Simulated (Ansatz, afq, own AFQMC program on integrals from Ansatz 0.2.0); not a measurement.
**ZrN₃ (quartet): quantum Monte Carlo beside coupled cluster at distance Zr1–N3 = 1.773 Å, def2-SVP**

Aim: compute ZrN₃ (quartet) with auxiliary-field quantum Monte Carlo on the same integrals as coupled cluster, and set the energies side by side.

Program: Ansatz 0.2.0, Gaussian basis, and an in-house AFQMC program (afq) on its integrals; all values are calculated. Level of theory: def2-SVP, frozen cores. These are calculated values, not measurements.

The runs, in order: PBE (unrestricted); CCSD(T) on UHF; r2SCAN (unrestricted); PBE0 (unrestricted); B3LYP (unrestricted); wB97M-V (unrestricted); B2PLYP (unrestricted); Phaseless AFQMC, CISD trial on UHF; Phaseless AFQMC, single-determinant trial on UHF.

3 further runs of the same task are left out: 3 that didn't finish.

## 1. What is computed

The geometry derives from a PBE0/def2-TZVP stationary point (not a proven minimum). One bond is set to the value named and the two fragments are kept rigid. No spin-orbit coupling is included. Elements past krypton take def2 core potentials.

4 atoms, charge 0, spin multiplicity 4.

Atoms are counted from 1 here; the program's logs count them from 0.

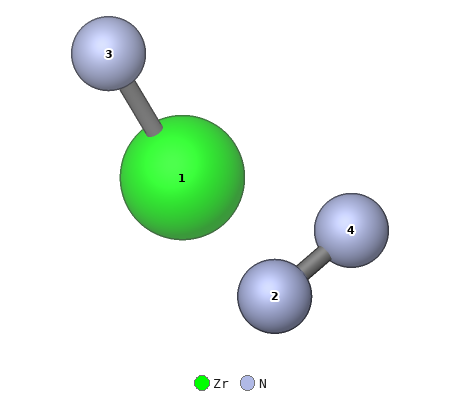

The geometry (zirconium green, nitrogen light blue); atoms are numbered from 1 in the order of the file.

## 2. PBE (unrestricted)

Contents of in.yaml:

```yaml
crystal:
  periodic: [false, false, false]
  atoms:
    - {symbol: Zr, position_ang: [0.000000, -0.278140, 0.367464]}
    - {symbol: N, position_ang: [0.569668, 0.273242, -1.816980]}
    - {symbol: N, position_ang: [0.000000, 1.265008, 1.240708]}
    - {symbol: N, position_ang: [-0.569668, 0.273242, -1.816980]}
basis:
  gaussian: {orbitals: def2-SVP}
magnetization: {spin_polarized: true, initial_magnetization: 3}
hamiltonian: {xc: {name: PBE}}
output: {orbitals: {seedname: orbitals}}
```

Started as:

```bash
ansatz run in.yaml --threads 1 --pin off --events-out ev --progress --plain --max-ram 5632MiB --backend cpu
```

Output:

```text
Functional definition: PBE
  name "PBE"
  cite "Perdew, Burke & Ernzerhof, Phys. Rev. Lett. 77, 3865 (1996) doi:10.1103/PhysRevLett.77.3865"
  parent pbe
  parameter kappa = 0.804
  parameter beta = 0.06672455060314922
  exchange = pbe_x(kappa = kappa, mu = beta*pi^2/3)
  correlation = pbe_c(beta = beta)
794 factors; their error is unknown
mean field evaluation 1: about -5718.2266 eV, gradient 5.9e1 eV
mean field evaluation 2: about -5234.5597 eV, gradient 2.4e2 eV
mean field evaluation 4: about -5703.8205 eV, gradient 6.7e1 eV
mean field evaluation 8: about -5738.6207 eV, gradient 1.2e0 eV
mean field evaluation 16: about -5738.5894 eV, gradient 6.0e-3 eV
mean field evaluation 32: about -5718.2266 eV, gradient 5.9e1 eV
mean field evaluation 64: about -5738.3267 eV, gradient 1.4e0 eV
mean field evaluation 96: about -5737.6955 eV, gradient 4.0e0 eV
mean field evaluation 128: about -5736.4412 eV, gradient 3.2e0 eV
mean field -5738.58944905 eV, -210.8892724970 hartree, gradient 1.5e-5 eV, S^2 3.752994; 11 other end points of the search recorded, 0 dependent functions left out
reference -5738.58950879 eV, -210.8892746924 hartree; 18, 15 occupied and 55, 58 virtual orbitals, 794 factors
Total energy: -5738.58950879 eV, -210.8892746924 hartree
```

It took 19 s on 1 thread of AMD EPYC 7R13 (Zen 3), shared host; peak memory 1.8 GiB.

From the report: ⟨S²⟩ of the determinant 3.753 (pure quartet: 3.75).

## 3. CCSD(T) on UHF

Changes to in.yaml since step 2:

```diff
@@ -10,3 +10,2 @@
 magnetization: {spin_polarized: true, initial_magnetization: 3}
-hamiltonian: {xc: {name: PBE}}
-output: {orbitals: {seedname: orbitals}}
+correlation: {method: ccsd_t, electrons: outside_noble_gas, hamiltonian_folder: ham}
```

Started as:

```bash
ansatz run in.yaml --threads 1 --pin off --events-out ev --progress --plain --max-ram 16896MiB --backend cuda --devices 0, --max-vram 18GiB
```

Output (excerpt; [...] marks lines left out):

```text
Functional definition: HF
  name "HF"
  cite "Fock, Z. Phys. 61, 126 (1930) doi:10.1007/BF01340294"
  parent pbe
[...]
754 factors; integrals over basis functions are off by at most 1.6e-3 eV
[...]
mean field -5704.31680578 eV, -209.6297760875 hartree, gradient 2.3e-6 eV, S^2 3.801379; 29 other end points of the search recorded, 0 dependent functions left out
determinant -5704.31680578 eV, -209.6297760875 hartree, with singles and doubles -5719.08767865 eV, -210.1725956534 hartree
determinant -5704.03764691 eV, -209.6195171883 hartree, with singles and doubles -5718.70558473 eV, -210.1585539609 hartree
determinant -5703.98417306 eV, -209.6175520605 hartree, with singles and doubles -5718.69171800 eV, -210.1580443680 hartree
determinant -5703.57238624 eV, -209.6024191742 hartree, with singles and doubles -5718.04369735 eV, -210.1342300485 hartree
[...]
determinant -5701.84147061 eV, -209.5388091980 hartree, with singles and doubles -5715.86498055 eV, -210.0541636826 hartree
determinant -5704.31680578 eV, -209.6297760875 hartree, with singles and doubles -5719.09818036 eV, -210.1729815843 hartree
determinant -5704.03764691 eV, -209.6195171883 hartree, with singles and doubles -5718.71579492 eV, -210.1589291787 hartree
determinant -5703.98417306 eV, -209.6175520605 hartree, with singles and doubles -5718.69801743 eV, -210.1582758676 hartree
7 core orbitals not correlated: weight in the atoms' cores, before any rotation towards them, 0.928 or more for the frozen orbitals, at most 0.073 for the correlated occupied ones
reference -5704.31680578 eV, -209.6297760875 hartree; 11, 8 occupied and 55, 58 virtual orbitals, 754 factors
second order -14.56658216 eV of doubles, -0.00000000 eV of singles
cycle   1  -14.78138227 eV  change   -7.7e-6 eV  update   4.2e-6
perturbative correction -0.75981064 eV, -0.0279225259 hartree
Total energy: -5719.85799868 eV, -210.2009043926 hartree
```

Wall time 21 s (1 × NVIDIA H100 80GB HBM3 with 1 thread of AMD EPYC 7R13 (Zen 3), shared host); peak host memory 1.8 GiB.

From the report: ⟨S²⟩ of the determinant 3.801 (pure quartet: 3.75); correlation -15.5412 eV; T1 0.043; largest double amplitude 0.06.

This run also writes the integrals to the folder ham.

## 4. r2SCAN (unrestricted)

Changes to in.yaml since step 3:

```diff
@@ -10,2 +10,2 @@
 magnetization: {spin_polarized: true, initial_magnetization: 3}
-correlation: {method: ccsd_t, electrons: outside_noble_gas, hamiltonian_folder: ham}
+hamiltonian: {xc: {name: r2SCAN}}
```

Started as:

```bash
ansatz run in.yaml --threads 1 --pin off --events-out ev --progress --plain --max-ram 5632MiB --backend cpu
```

Output (excerpt; [...] marks lines left out):

```text
Functional definition: r2SCAN
  name "r2SCAN"
  cite "Furness, Kaplan, Ning, Perdew & Sun, J. Phys. Chem. Lett. 11, 8208 (2020) doi:10.1021/acs.jpclett.0c02405"
  cite "Furness, Kaplan, Ning, Perdew & Sun, J. Phys. Chem. Lett. 11, 9248 (2020) doi:10.1021/acs.jpclett.0c03077"
  parent r2scan
[...]
794 factors; their error is unknown
[...]
mean field -5741.19111257 eV, -210.9848818680 hartree, gradient 6.1e-6 eV, S^2 3.756388; 13 other end points of the search recorded, 0 dependent functions left out
reference -5741.19115653 eV, -210.9848834833 hartree; 18, 15 occupied and 55, 58 virtual orbitals, 794 factors
Total energy: -5741.19115653 eV, -210.9848834833 hartree
```

It took 37 s on 1 thread of AMD EPYC 7R13 (Zen 3), shared host; peak memory 1.8 GiB.

From the report: ⟨S²⟩ of the determinant 3.756 (pure quartet: 3.75).

## 5. PBE0 (unrestricted)

Changes to in.yaml since step 4:

```diff
@@ -10,2 +10,3 @@
 magnetization: {spin_polarized: true, initial_magnetization: 3}
-hamiltonian: {xc: {name: r2SCAN}}
+hamiltonian: {xc: {name: PBE0}}
+output: {orbitals: {seedname: orbitals}}
```

Launched as before.

Output (excerpt; [...] marks lines left out):

```text
Functional definition: PBE0
  name "PBE0"
  cite "Adamo & Barone, J. Chem. Phys. 110, 6158 (1999) doi:10.1063/1.478522"
  cite "Perdew, Burke & Ernzerhof, Phys. Rev. Lett. 77, 3865 (1996) doi:10.1103/PhysRevLett.77.3865"
  parent pbe
[...]
754 factors; integrals over basis functions are off by at most 1.6e-3 eV
[...]
mean field -5737.38433525 eV, -210.8449853815 hartree, gradient 1.5e-5 eV, S^2 3.755264; 7 other end points of the search recorded, 0 dependent functions left out
reference -5737.38438140 eV, -210.8449870775 hartree; 18, 15 occupied and 55, 58 virtual orbitals, 754 factors
Total energy: -5737.38438140 eV, -210.8449870775 hartree
```

Wall time 13 s (1 thread of AMD EPYC 7R13 (Zen 3), shared host); peak memory 1.8 GiB.

From the report: ⟨S²⟩ of the determinant 3.755 (pure quartet: 3.75).

## 6. B3LYP (unrestricted)

Changes to in.yaml since step 5:

```diff
@@ -10,3 +10,2 @@
 magnetization: {spin_polarized: true, initial_magnetization: 3}
-hamiltonian: {xc: {name: PBE0}}
-output: {orbitals: {seedname: orbitals}}
+hamiltonian: {xc: {name: B3LYP}}
```

Launched as before.

Output (excerpt; [...] marks lines left out):

```text
Functional definition: B3LYP
  name "B3LYP"
  cite "Stephens, Devlin, Chabalowski & Frisch, J. Phys. Chem. 98, 11623 (1994) doi:10.1021/j100096a001"
  cite "Becke, Phys. Rev. A 38, 3098 (1988) doi:10.1103/PhysRevA.38.3098"
  cite "Lee, Yang & Parr, Phys. Rev. B 37, 785 (1988) doi:10.1103/PhysRevB.37.785"
  cite "Vosko, Wilk & Nusair, Can. J. Phys. 58, 1200 (1980) doi:10.1139/p80-159"
[...]
754 factors; integrals over basis functions are off by at most 1.6e-3 eV
[...]
mean field -5743.16353969 eV, -211.0573672275 hartree, gradient 1.3e-5 eV, S^2 3.754585; 7 other end points of the search recorded, 0 dependent functions left out
reference -5743.16378253 eV, -211.0573761516 hartree; 18, 15 occupied and 55, 58 virtual orbitals, 754 factors
Total energy: -5743.16378253 eV, -211.0573761516 hartree
```

It took 16 s on 1 thread of AMD EPYC 7R13 (Zen 3), shared host; peak memory 1.8 GiB.

From the report: ⟨S²⟩ of the determinant 3.755 (pure quartet: 3.75).

## 7. wB97M-V (unrestricted)

Changes to in.yaml since step 6:

```diff
@@ -10,2 +10,3 @@
 magnetization: {spin_polarized: true, initial_magnetization: 3}
-hamiltonian: {xc: {name: B3LYP}}
+hamiltonian: {xc: {name: wB97M-V}}
+output: {orbitals: {seedname: orbitals}}
```

The command is unchanged.

Output (excerpt; [...] marks lines left out):

```text
Functional definition: wB97M-V
  name "wB97M-V"
  cite "Mardirossian & Head-Gordon, J. Chem. Phys. 144, 214110 (2016) doi:10.1063/1.4952647"
  cite "Becke, J. Chem. Phys. 107, 8554 (1997) doi:10.1063/1.475007"
  cite "Vydrov & Van Voorhis, J. Chem. Phys. 133, 244103 (2010) doi:10.1063/1.3521275"
  # Of w^i u^j: cxij and so on, Table III.
[...]
  gx(w, u) = 1 - cx + cx01*u + cx10*w
  gss(w, u) = css00 + css04*u^4 + css10*w + css20*w^2 + css43*w^4*u^3
  gos(w, u) = cos00 + cos10*w + (cos20 + cos21*u)*w^2 + (cos60 + cos61*u)*w^6
[...]
      + integral(e_c_pw_mod_opposite_spin*gos(b97_w_opposite, b97_u_opposite)) + vv10(b, c)
754 factors; integrals over basis functions are off by at most 1.6e-3 eV
178 factors; integrals over basis functions are off by at most 2.3e-5 eV
[...]
mean field -5739.08802499 eV, -210.9075948247 hartree, gradient 1.5e-5 eV, S^2 3.757249; 5 other end points of the search recorded, 0 dependent functions left out
reference -5739.08808506 eV, -210.9075970325 hartree; 18, 15 occupied and 55, 58 virtual orbitals, 754 factors
Total energy: -5739.08808506 eV, -210.9075970325 hartree
```

It took 37 s on 1 thread of AMD EPYC 7R13 (Zen 3), shared host; peak memory 1.8 GiB.

From the report: ⟨S²⟩ of the determinant 3.757 (pure quartet: 3.75).

## 8. B2PLYP (unrestricted)

Changes to in.yaml since step 7:

```diff
@@ -10,3 +10,3 @@
 magnetization: {spin_polarized: true, initial_magnetization: 3}
-hamiltonian: {xc: {name: wB97M-V}}
-output: {orbitals: {seedname: orbitals}}
+hamiltonian: {xc: {name: B2PLYP}}
+correlation: {electrons: outside_noble_gas}
```

The command is unchanged.

Output (excerpt; [...] marks lines left out):

```text
Functional definition: B2PLYP
  name "B2PLYP"
  cite "Grimme, J. Chem. Phys. 124, 034108 (2006) doi:10.1063/1.2148954"
  cite "Becke, Phys. Rev. A 38, 3098 (1988) doi:10.1103/PhysRevA.38.3098"
  cite "Lee, Yang & Parr, Phys. Rev. B 37, 785 (1988) doi:10.1103/PhysRevB.37.785"
[...]
754 factors; integrals over basis functions are off by at most 1.6e-3 eV
[...]
mean field -5729.20042892 eV, -210.5442323713 hartree, gradient 6.9e-6 eV, S^2 3.761033; 9 other end points of the search recorded, 0 dependent functions left out
7 core orbitals not correlated: weight in the atoms' cores, before any rotation towards them, 0.949 or more for the frozen orbitals, at most 0.051 for the correlated occupied ones
reference -5729.20058085 eV, -210.5442379547 hartree; 11, 8 occupied and 55, 58 virtual orbitals, 754 factors
second order -19.11535855 eV of doubles, -0.00000000 eV of singles
Total energy: -5734.36172766 eV, -210.7339066016 hartree
```

Run time: 23 s. Hardware: 1 thread of AMD EPYC 7R13 (Zen 3), shared host; peak memory 1.8 GiB.

From the report: ⟨S²⟩ of the determinant 3.761 (pure quartet: 3.75).

## 9. Phaseless AFQMC, CISD trial on UHF

It reads the integrals that the CCSD(T) run on this determinant wrote.

Started as:

```bash
afq ham --method phaseless --trial cisd --walkers 4000 --populations 20 --least-time 60 --time-step 0.005 --steps-per-block 50 --equilibration-blocks 40 --max-blocks 4000 --target-error 0.00026 --factor-cut 1e-05 --start spin_pure --seed 2387 --release-times 0.24,0.6,1.2,1.8,2.6 --release-step 0.04 --release-every 4 --taylor-order 6
```

Output:

```text
orbitals 66  electrons 11 8  factors 574 of 754
reference energy -209.62977609 Eh
CCSD correlation -0.54320613 Eh in 28 cycles, weight of the determinant in the CISD state 0.7617
energy of the start -210.166796 Eh
 block  time / (1/Eh)  mean weight  energy / Eh
     1     0.250  0.9997  -210.156158
     2     0.500  1.0000  -210.167027
     3     0.750  1.0003  -210.177171
     4     1.000  0.9999  -210.185587
     5     1.250  1.0003  -210.189022
     6     1.500  1.0001  -210.192582
     7     1.750  1.0001  -210.195505
     8     2.000  0.9999  -210.198588
     9     2.250  0.9998  -210.199044
    10     2.500  0.9997  -210.199995
    13     3.250  1.0000  -210.202934
    16     4.000  1.0003  -210.196738
    19     4.750  0.9997  -210.199990
    22     5.500  1.0001  -210.201172
    25     6.250  1.0001  -210.204726
    28     7.000  0.9998  -210.199881
    31     7.750  0.9995  -210.202974
    34     8.500  1.0001  -210.197044
    37     9.250  1.0003  -210.202114
    40    10.000  1.0001  -210.202663
    43    10.750  0.9998  -210.200155
    46    11.500  1.0002  -210.203201
    49    12.250  1.0004  -210.202020
    52    13.000  1.0002  -210.203512
    55    13.750  1.0002  -210.200697
    58    14.500  0.9998  -210.202542
    61    15.250  0.9999  -210.205609
    64    16.000  1.0002  -210.202918
    67    16.750  1.0003  -210.200147
    70    17.500  0.9995  -210.202560
    73    18.250  0.9998  -210.206952
    76    19.000  1.0003  -210.198465
    79    19.750  0.9999  -210.203552
    82    20.500  1.0003  -210.202386
    85    21.250  0.9998  -210.205779
    88    22.000  1.0003  -210.205277
    91    22.750  1.0006  -210.202307
    94    23.500  0.9998  -210.204954
    97    24.250  0.9998  -210.203331
   100    25.000  0.9996  -210.203404
   103    25.750  0.9998  -210.202601
   106    26.500  1.0000  -210.201436
   109    27.250  0.9994  -210.201574
   112    28.000  0.9997  -210.199639
   115    28.750  0.9999  -210.198482
   118    29.500  1.0002  -210.200782
   121    30.250  0.9999  -210.195495
   124    31.000  0.9995  -210.200347
   127    31.750  1.0000  -210.203278
   130    32.500  0.9995  -210.204042
   133    33.250  1.0002  -210.201663
   136    34.000  1.0001  -210.202108
   139    34.750  0.9993  -210.202397
   142    35.500  0.9997  -210.197479
   145    36.250  1.0000  -210.204394
error from the spread of 20 populations
released: time / (1/Eh)  energy / Eh  error  mean overlap
  0.24  -210.202065  0.000455  0.9985
  0.60  -210.202848  0.000397  0.9992
  1.20  -210.203920  0.000575  1.0014
  1.80  -210.203701  0.000895  1.0049
  2.60  -210.205757  0.001232  0.9838
energy -210.201626 +/- 0.000372 Eh
```

Run time: 7.1 min. Hardware: 1 × NVIDIA H100 80GB HBM3 with 2 threads of AMD EPYC 7R13 (Zen 3), shared host; peak host memory 1.8 GiB.

Energy -5719.8776 ± 0.0101 eV. Caveats: constraint bias not in the error.

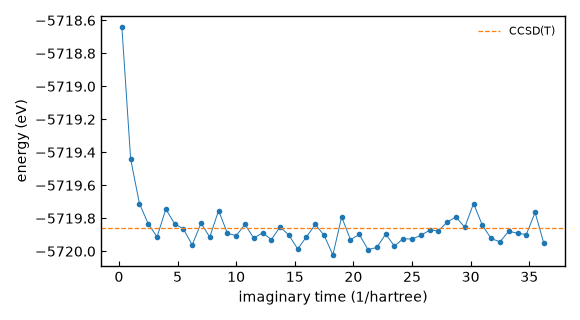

Block energies along the walk.

## 10. Phaseless AFQMC, single-determinant trial on UHF

It reads the integrals that the CCSD(T) run on this determinant wrote.

Started as:

```bash
afq ham --method phaseless --trial hf --walkers 4000 --populations 20 --least-time 40 --time-step 0.005 --steps-per-block 20 --equilibration-blocks 160 --max-blocks 4000 --target-error 0.0013 --factor-cut 1e-05 --start spin_pure --seed 8286 --taylor-order 6
```

Output:

```text
orbitals 66  electrons 11 8  factors 574 of 754
reference energy -209.62977609 Eh
CCSD correlation -0.54320613 Eh in 28 cycles, weight of the determinant in the CISD state 0.7617
energy of the start -209.631056 Eh
 block  time / (1/Eh)  mean weight  energy / Eh
     1     0.100  1.0024  -209.774189
     2     0.200  1.0040  -209.874042
     3     0.300  1.0045  -209.945273
     4     0.400  1.0035  -209.997838
     5     0.500  1.0027  -210.029609
     6     0.600  1.0024  -210.061173
     7     0.700  1.0021  -210.085527
     8     0.800  1.0019  -210.104394
     9     0.900  1.0014  -210.116911
    10     1.000  1.0011  -210.129839
    17     1.700  1.0001  -210.180420
    25     2.500  0.9996  -210.195825
    33     3.300  1.0007  -210.205359
    41     4.100  0.9997  -210.206425
    49     4.900  1.0000  -210.205765
    57     5.700  1.0001  -210.199280
    65     6.500  0.9993  -210.218854
    73     7.300  0.9994  -210.199356
    81     8.100  1.0000  -210.201696
    89     8.900  1.0007  -210.201446
    97     9.700  1.0002  -210.223054
   105    10.500  1.0000  -210.201250
   113    11.300  0.9997  -210.213282
   121    12.100  1.0000  -210.217942
   129    12.900  1.0003  -210.215951
   137    13.700  0.9998  -210.202253
   145    14.500  0.9994  -210.195782
   153    15.300  0.9999  -210.201508
   161    16.100  0.9998  -210.189833
   169    16.900  0.9999  -210.206334
   177    17.700  0.9999  -210.192529
   185    18.500  1.0000  -210.183750
   193    19.300  0.9997  -210.212542
   201    20.100  1.0001  -210.202297
   209    20.900  1.0004  -210.203804
   217    21.700  0.9999  -210.197970
   225    22.500  0.9994  -210.199628
   233    23.300  1.0003  -210.193340
   241    24.100  0.9998  -210.189103
   249    24.900  0.9996  -210.195195
   257    25.700  1.0007  -210.193038
   265    26.500  1.0001  -210.181547
   273    27.300  0.9998  -210.201385
   281    28.100  1.0002  -210.195838
   289    28.900  0.9996  -210.196407
   297    29.700  1.0004  -210.194457
   305    30.500  1.0000  -210.186069
   313    31.300  1.0000  -210.190132
   321    32.100  0.9998  -210.192786
error from the spread of 20 populations
energy -210.196003 +/- 0.002055 Eh
```

It took 2 min on 1 × NVIDIA H100 80GB HBM3 with 2 threads of AMD EPYC 7R13 (Zen 3), shared host; peak host memory 1.8 GiB.

Energy -5719.7246 ± 0.0559 eV. Caveats: constraint bias not in the error; error above the target.

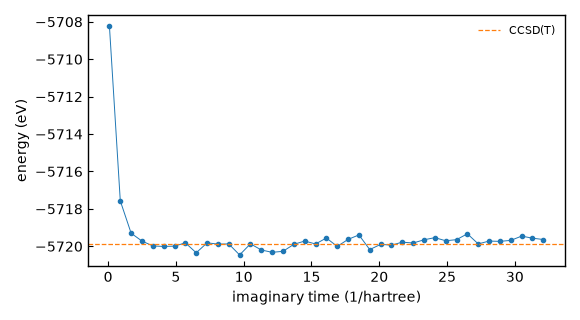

Block energies along the walk.

## 11. AFQMC on the ladder

On the UHF determinant, counted from CCSD(T) (a yardstick, not exact):

```
                                                              level  energy (eV)  from CCSD(T) (kcal/mol)  statistical error (kcal/mol)     time
                                                                 HF   -5704.3168                  +358.39                                       
                                                                MP2   -5718.8834                   +22.48                                       
                                                               CCSD   -5719.0982                   +17.52                                       
                                                            CCSD(T)   -5719.8580                     0.00                                       
              Phaseless AFQMC, CISD trial, step 0.005, 4000 walkers   -5719.8776                    -0.45                          0.23  7.1 min
Phaseless AFQMC, single-determinant trial, step 0.005, 4000 walkers   -5719.7246                    +3.08                          1.29    2 min
```

The functionals' totals stand on their own zeros and serve differences with other points: PBE -5738.590 eV; r2SCAN -5741.191 eV; PBE0 -5737.384 eV; B3LYP -5743.164 eV; wB97M-V -5739.088 eV; B2PLYP -5734.362 eV.

## 12. Outcome

```
                                                     quantity                  value
              Phaseless AFQMC, CISD trial on UHF from CCSD(T)  -0.45 ± 0.23 kcal/mol
Phaseless AFQMC, single-determinant trial on UHF from CCSD(T)  +3.08 ± 1.29 kcal/mol
```

On UHF the phaseless walk with the CISD trial lies -0.45 kcal/mol from CCSD(T), within three error bars. Error bars are statistical and leave out the constraint, the time step and what remains of the start. Zr carries a core potential, and spin-orbit coupling is left out.
